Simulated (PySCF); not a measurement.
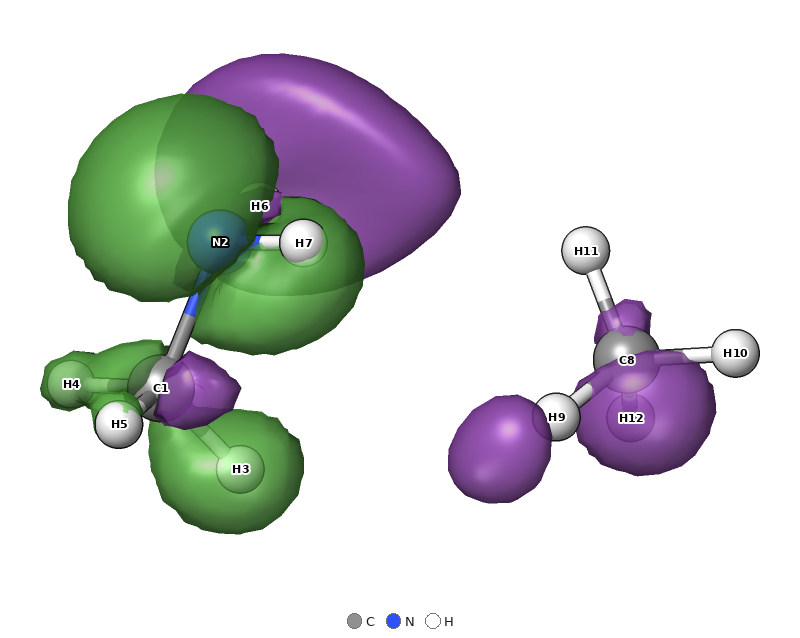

C$_{2}$H$_{9}$N, SMILES `CN.C`. Unrelaxed difference density of S₃ less the ground state (TDA singlet states), ±0.02 e/Å³; purple: gain, green: loss.

Computed with PySCF, PBE/def2-SVP, geometry: GFN2-xTB. The pair's geometry is semi-empirical, so its contact may be too short or too long. Without diffuse functions Rydberg states are missing, so the states' numbers hold for this basis only.

Q: How does the charge move on excitation?

A: 0.85 e is displaced in all, of which about 0.6 e passes between atoms: N2 (0.58 e) loses electrons and H6 (0.22 e) and C8 (0.11 e) gain them. The state: 7.10 eV (175 nm), f = 0.023, partly diffuse acceptor orbital, which a basis without diffuse functions describes poorly; the leading pair carries 100 %; hole on N2 (70 %), C1 (10 %) and H3 (7 %), electron on H6 (27 %), N2 (12 %) and C8 (11 %) (atom shares of so diffuse an orbital are rough); their centroids lie 1.9 Å apart.
